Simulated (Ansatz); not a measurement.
# Molecular dynamics, with input and output: C2H3ClFGa (part 3 of 3)

Continued. System: C2H3ClFGa, SMILES F[C]1(Cl)[CH2][GaH]1. Method: UKS revPBE/def2-SVP (Ansatz 0.2.0). The geometry comes from this level: PBE0-D4/def2-TZVP.

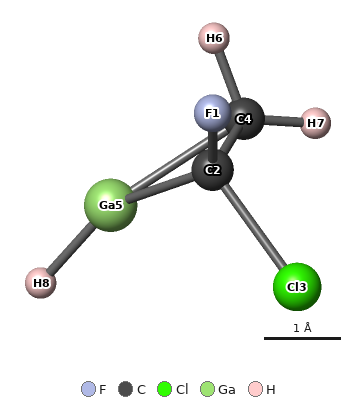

Fig. 1: The geometry at step 42 of the log (ball-and-stick view, seen at a tilt; atoms are numbered from 1 in the order of the input).

Trajectory as extended XYZ, continued:
```
8
Properties=species:S:1:pos:R:3:forces:R:3 step=33 time_fs=16.5 energy=-69715.86717 temperature=554.6
F     1.1399    0.0365    1.8281   -0.5953   0.1121  -1.7720
C     0.6510   -0.1741    0.5038    0.5355  -0.0285   0.3615
Cl    2.0915   -0.6921   -0.6173   -0.6830   0.0918   0.5264
C    -0.1892    0.9344   -0.2344    0.3851   0.1460   0.7002
Ga   -1.0118   -0.9958   -0.2930    1.5570   1.2918   0.0111
H    -0.7018    1.4283    0.6470   -0.0041   0.0413  -0.6436
H     0.2842    1.7291   -0.9571   -0.6786  -1.2930   0.9853
H    -1.6090   -2.2536   -0.9153   -0.5166  -0.3615  -0.1688
8
Properties=species:S:1:pos:R:3:forces:R:3 step=34 time_fs=17.0 energy=-69715.84171 temperature=576.4
F     1.1419    0.0314    1.8311   -0.6523   0.1006  -1.8522
C     0.6470   -0.1760    0.5030    0.6934  -0.0273   0.4453
Cl    2.0958   -0.6918   -0.6194   -0.7395   0.0977   0.5440
C    -0.1867    0.9341   -0.2318    0.1454   0.2435   0.9291
Ga   -1.0132   -0.9961   -0.2935    1.6194   1.4348   0.0687
H    -0.7063    1.4309    0.6611    0.1691  -0.0922  -0.9234
H     0.2796    1.7227   -0.9633   -0.6481  -1.2524   1.0211
H    -1.6104   -2.2365   -0.9243   -0.5873  -0.5047  -0.2326
8
Properties=species:S:1:pos:R:3:forces:R:3 step=35 time_fs=17.5 energy=-69715.81985 temperature=507.6
F     1.1437    0.0266    1.8339   -0.7031   0.0871  -1.9220
C     0.6431   -0.1783    0.5026    0.8349  -0.0184   0.5195
Cl    2.1000   -0.6918   -0.6215   -0.7933   0.1035   0.5618
C    -0.1841    0.9340   -0.2290   -0.0979   0.2542   1.1738
Ga   -1.0145   -0.9965   -0.2939    1.6728   1.5527   0.1183
H    -0.7113    1.4330    0.6734    0.3172  -0.2029  -1.1520
H     0.2744    1.7140   -0.9655   -0.5826  -1.1524   0.9889
H    -1.6135   -2.2202   -0.9345   -0.6479  -0.6237  -0.2883
8
Properties=species:S:1:pos:R:3:forces:R:3 step=36 time_fs=18.0 energy=-69715.80661 temperature=515.0
F     1.1451    0.0219    1.8367   -0.7469   0.0735  -1.9807
C     0.6397   -0.1806    0.5023    0.9573  -0.0087   0.5883
Cl    2.1041   -0.6919   -0.6235   -0.8432   0.1095   0.5782
C    -0.1812    0.9340   -0.2258   -0.3504   0.1744   1.4199
Ga   -1.0160   -0.9969   -0.2945    1.7146   1.6341   0.1528
H    -0.7177    1.4344    0.6818    0.4345  -0.2857  -1.3055
H     0.2678    1.7041   -0.9626   -0.4737  -0.9908   0.8758
H    -1.6182   -2.2058   -0.9458   -0.6921  -0.7064  -0.3287
8
Properties=species:S:1:pos:R:3:forces:R:3 step=37 time_fs=18.5 energy=-69715.80371 temperature=531.5
F     1.1466    0.0173    1.8393   -0.7865   0.0610  -2.0325
C     0.6366   -0.1829    0.5020    1.0712  -0.0126   0.6603
Cl    2.1079   -0.6919   -0.6251   -0.8880   0.1160   0.5915
C    -0.1781    0.9338   -0.2217   -0.6132  -0.0095   1.6562
Ga   -1.0174   -0.9973   -0.2950    1.7432   1.6788   0.1735
H    -0.7239    1.4335    0.6865    0.5085  -0.3263  -1.3732
H     0.2590    1.6920   -0.9558   -0.3158  -0.7538   0.6770
H    -1.6250   -2.1926   -0.9583   -0.7193  -0.7536  -0.3528
8
Properties=species:S:1:pos:R:3:forces:R:3 step=38 time_fs=19.0 energy=-69715.80552 temperature=525.3
F     1.1480    0.0128    1.8419   -0.8241   0.0486  -2.0814
C     0.6339   -0.1852    0.5015    1.1806  -0.0249   0.7321
Cl    2.1116   -0.6918   -0.6266   -0.9271   0.1214   0.6023
C    -0.1749    0.9332   -0.2171   -0.8864  -0.2868   1.9224
Ga   -1.0187   -0.9977   -0.2956    1.7453   1.6737   0.1727
H    -0.7281    1.4312    0.6894    0.5483  -0.3392  -1.3896
H     0.2490    1.6773   -0.9466   -0.1149  -0.4400   0.3938
H    -1.6344   -2.1811   -0.9719   -0.7217  -0.7529  -0.3523
8
Properties=species:S:1:pos:R:3:forces:R:3 step=39 time_fs=19.5 energy=-69715.80624 temperature=539.4
F     1.1494    0.0083    1.8443   -0.8591   0.0359  -2.1226
C     0.6314   -0.1880    0.5013    1.2858  -0.0361   0.7938
Cl    2.1152   -0.6918   -0.6280   -0.9646   0.1257   0.6129
C    -0.1718    0.9327   -0.2124   -1.1626  -0.6310   2.2257
Ga   -1.0201   -0.9984   -0.2962    1.7100   1.6047   0.1377
H    -0.7308    1.4289    0.6910    0.5667  -0.3381  -1.3774
H     0.2399    1.6617   -0.9360    0.1121  -0.0726   0.0458
H    -1.6465   -2.1734   -0.9864   -0.6883  -0.6885  -0.3157
8
Properties=species:S:1:pos:R:3:forces:R:3 step=40 time_fs=20.0 energy=-69715.80598 temperature=531.7
F     1.1506    0.0037    1.8461   -0.8892   0.0240  -2.1520
C     0.6291   -0.1911    0.5013    1.3797  -0.0452   0.8435
Cl    2.1187   -0.6920   -0.6293   -0.9999   0.1296   0.6221
C    -0.1689    0.9321   -0.2073   -1.4015  -1.0146   2.4924
Ga   -1.0215   -0.9992   -0.2967    1.6502   1.4983   0.0799
H    -0.7320    1.4262    0.6900    0.5516  -0.3086  -1.3104
H     0.2319    1.6462   -0.9261    0.3400   0.3024  -0.3208
H    -1.6611   -2.1679   -1.0010   -0.6308  -0.5857  -0.2547
8
Properties=species:S:1:pos:R:3:forces:R:3 step=41 time_fs=20.5 energy=-69715.80544 temperature=496.7
F     1.1514   -0.0010    1.8476   -0.9109   0.0149  -2.1711
C     0.6274   -0.1941    0.5014    1.4549  -0.0644   0.8836
Cl    2.1220   -0.6923   -0.6305   -1.0314   0.1346   0.6307
C    -0.1665    0.9314   -0.2019   -1.5802  -1.4015   2.6787
Ga   -1.0230   -1.0000   -0.2972    1.5835   1.3792   0.0147
H    -0.7323    1.4220    0.6860    0.4966  -0.2440  -1.1787
H     0.2248    1.6319   -0.9171    0.5503   0.6516  -0.6742
H    -1.6775   -2.1638   -1.0142   -0.5627  -0.4704  -0.1838
8
Properties=species:S:1:pos:R:3:forces:R:3 step=42 time_fs=21.0 energy=-69715.80523 temperature=509.3
F     1.1517   -0.0056    1.8490   -0.9254   0.0101  -2.1829
C     0.6260   -0.1966    0.5017    1.5175  -0.1050   0.9217
Cl    2.1253   -0.6928   -0.6317   -1.0628   0.1436   0.6405
C    -0.1649    0.9301   -0.1956   -1.6865  -1.7552   2.7554
Ga   -1.0247   -1.0006   -0.2979    1.5134   1.2513  -0.0528
H    -0.7324    1.4168    0.6798    0.4012  -0.1480  -0.9833
H     0.2186    1.6193   -0.9083    0.7308   0.9528  -0.9907
H    -1.6945   -2.1614   -1.0256   -0.4881  -0.3496  -0.1078
8
Properties=species:S:1:pos:R:3:forces:R:3 step=43 time_fs=21.5 energy=-69715.80923 temperature=533.1
F     1.1518   -0.0103    1.8500   -0.9331   0.0084  -2.1852
C     0.6250   -0.1990    0.5022    1.5702  -0.1621   0.9591
Cl    2.1283   -0.6935   -0.6329   -1.0938   0.1550   0.6507
C    -0.1637    0.9282   -0.1885   -1.6800  -2.0453   2.6459
Ga   -1.0264   -1.0009   -0.2985    1.4428   1.1207  -0.1194
H    -0.7321    1.4102    0.6705    0.2525  -0.0035  -0.7033
H     0.2142    1.6075   -0.9020    0.8539   1.1592  -1.2156
H    -1.7119   -2.1593   -1.0357   -0.4125  -0.2324  -0.0323
8
Properties=species:S:1:pos:R:3:forces:R:3 step=44 time_fs=22.0 energy=-69715.81608 temperature=605.1
F     1.1518   -0.0150    1.8506   -0.9339   0.0092  -2.1740
C     0.6245   -0.2013    0.5031    1.6137  -0.2372   0.9895
Cl    2.1313   -0.6941   -0.6343   -1.1221   0.1664   0.6608
C    -0.1624    0.9258   -0.1807   -1.5551  -2.2664   2.3302
Ga   -1.0283   -1.0011   -0.2990    1.3744   0.9913  -0.1838
H    -0.7307    1.4029    0.6583    0.0384   0.1944  -0.3293
H     0.2113    1.5965   -0.8985    0.9188   1.2602  -1.3373
H    -1.7308   -2.1563   -1.0462   -0.3343  -0.1179   0.0439
8
Properties=species:S:1:pos:R:3:forces:R:3 step=45 time_fs=22.5 energy=-69715.82303 temperature=559.0
F     1.1518   -0.0196    1.8506   -0.9297   0.0116  -2.1524
C     0.6242   -0.2034    0.5042    1.6524  -0.3276   1.0165
Cl    2.1341   -0.6945   -0.6357   -1.1465   0.1768   0.6697
C    -0.1612    0.9225   -0.1725   -1.3350  -2.3824   1.8470
Ga   -1.0303   -1.0014   -0.2996    1.2995   0.8566  -0.2496
H    -0.7281    1.3967    0.6457   -0.2133   0.4154   0.0855
H     0.2103    1.5871   -0.8972    0.9214   1.2481  -1.3416
H    -1.7512   -2.1534   -1.0571   -0.2486   0.0014   0.1249
8
Properties=species:S:1:pos:R:3:forces:R:3 step=46 time_fs=23.0 energy=-69715.83097 temperature=582.1
F     1.1516   -0.0240    1.8500   -0.9194   0.0146  -2.1209
C     0.6245   -0.2056    0.5054    1.6779  -0.4215   1.0374
Cl    2.1369   -0.6949   -0.6369   -1.1667   0.1873   0.6769
C    -0.1604    0.9187   -0.1645   -1.0295  -2.3765   1.2184
Ga   -1.0324   -1.0017   -0.3002    1.2207   0.7225  -0.3132
H    -0.7255    1.3916    0.6340   -0.4742   0.6424   0.4993
H     0.2110    1.5797   -0.8992    0.8503   1.1113  -1.2041
H    -1.7725   -2.1516   -1.0667   -0.1591   0.1199   0.2063
8
Properties=species:S:1:pos:R:3:forces:R:3 step=47 time_fs=23.5 energy=-69715.83795 temperature=617.0
F     1.1515   -0.0283    1.8489   -0.9011   0.0184  -2.0774
C     0.6256   -0.2078    0.5068    1.6814  -0.5160   1.0499
Cl    2.1393   -0.6954   -0.6381   -1.1814   0.1986   0.6821
C    -0.1598    0.9146   -0.1562   -0.6423  -2.2731   0.4399
Ga   -1.0347   -1.0020   -0.3006    1.1463   0.6002  -0.3677
H    -0.7236    1.3883    0.6222   -0.7478   0.8794   0.9235
H     0.2127    1.5748   -0.9043    0.7140   0.8610  -0.9333
H    -1.7956   -2.1503   -1.0735   -0.0693   0.2314   0.2830
8
Properties=species:S:1:pos:R:3:forces:R:3 step=48 time_fs=24.0 energy=-69715.84091 temperature=640.8
F     1.1513   -0.0328    1.8477   -0.8761   0.0242  -2.0235
C     0.6270   -0.2098    0.5085    1.6670  -0.6158   1.0574
Cl    2.1414   -0.6959   -0.6391   -1.1916   0.2110   0.6859
C    -0.1594    0.9105   -0.1473   -0.2233  -2.0797  -0.4124
Ga   -1.0371   -1.0023   -0.3011    1.0741   0.4884  -0.4122
H    -0.7229    1.3878    0.6112   -1.0017   1.1019   1.3104
H     0.2163    1.5716   -0.9121    0.5300   0.5333  -0.5605
H    -1.8205   -2.1492   -1.0782    0.0216   0.3367   0.3548
8
Properties=species:S:1:pos:R:3:forces:R:3 step=49 time_fs=24.5 energy=-69715.84040 temperature=624.0
F     1.1511   -0.0374    1.8465   -0.8463   0.0310  -1.9625
C     0.6288   -0.2116    0.5108    1.6404  -0.7187   1.0623
Cl    2.1435   -0.6962   -0.6400   -1.1992   0.2240   0.6897
C    -0.1591    0.9060   -0.1384    0.1294  -1.8090  -1.1782
Ga   -1.0393   -1.0025   -0.3018    1.0078   0.3915  -0.4451
H    -0.7236    1.3912    0.6024   -1.1747   1.2567   1.5790
H     0.2217    1.5693   -0.9205    0.3351   0.1956  -0.1626
H    -1.8454   -2.1473   -1.0819    0.1074   0.4289   0.4175
8
Properties=species:S:1:pos:R:3:forces:R:3 step=50 time_fs=25.0 energy=-69715.84099 temperature=617.3
F     1.1509   -0.0420    1.8454   -0.8124   0.0375  -1.8967
C     0.6310   -0.2135    0.5133    1.6013  -0.8152   1.0639
Cl    2.1457   -0.6966   -0.6406   -1.2031   0.2368   0.6926
C    -0.1590    0.9012   -0.1297    0.3681  -1.4647  -1.7780
Ga   -1.0413   -1.0026   -0.3024    0.9476   0.3097  -0.4662
H    -0.7265    1.3972    0.5970   -1.2283   1.3130   1.6858
H     0.2285    1.5676   -0.9291    0.1413  -0.1231   0.2298
H    -1.8703   -2.1446   -1.0834    0.1856   0.5059   0.4688
```

This output came from the following input.

The input:
```yaml
crystal:
  periodic: [false, false, false]
  atoms:
    - {symbol: F, position_ang: [1.125159, 0.195119, 1.715595]}
    - {symbol: C, position_ang: [0.638225, -0.166779, 0.507590]}
    - {symbol: Cl, position_ang: [1.983081, -0.713859, -0.550645]}
    - {symbol: C, position_ang: [-0.219314, 0.843818, -0.237971]}
    - {symbol: Ga, position_ang: [-0.946477, -0.983527, -0.284513]}
    - {symbol: H, position_ang: [-0.816177, 1.420934, 0.474358]}
    - {symbol: H, position_ang: [0.225639, 1.471650, -1.007218]}
    - {symbol: H, position_ang: [-1.898037, -2.124457, -0.672996]}
basis:
  gaussian: {orbitals: def2-SVP}
magnetization: {spin_polarized: true, initial_magnetization: 0}
hamiltonian: {xc: {name: revPBE}}
md: {timestep: 0.5 fs, n_steps: 50, ensemble: nvt_langevin, temperature: 700, initial_velocities: maxwell_boltzmann, friction: 0.01, seed: 302}
```

Launched with:
```bash
ansatz run in.yaml --threads 4 --pin off --events-out ev --progress --plain --max-ram 10444MiB
```

Key numbers:

| quantity | value |
| --- | --- |
| outcome | finished |
| mean temperature over the second half | 576 K |
| trajectory | 50 steps, 25 fs |
| ensemble | nvt_langevin |
| temperature in the input | 700 K |
| time step | 0.5 fs |
| potential energy (last step) | −69715.8410 eV |
| SCF solution under orbital rotations (last step) | stable |
| largest force (length of the vector) (last step) | 2.465 eV/Å |
| dipole moment (last step) | 3.50 D |
| hardware | 4 threads of Intel Xeon, 15 GiB of memory available, shared host |
| wall time | 45 s (CPU time 2.7 min) |
| peak memory | 0.49 GiB |

Notes:

So short a trajectory is not equilibrated. The logged temperature at the start can lie below the typed one, since it is counted over all degrees of freedom.
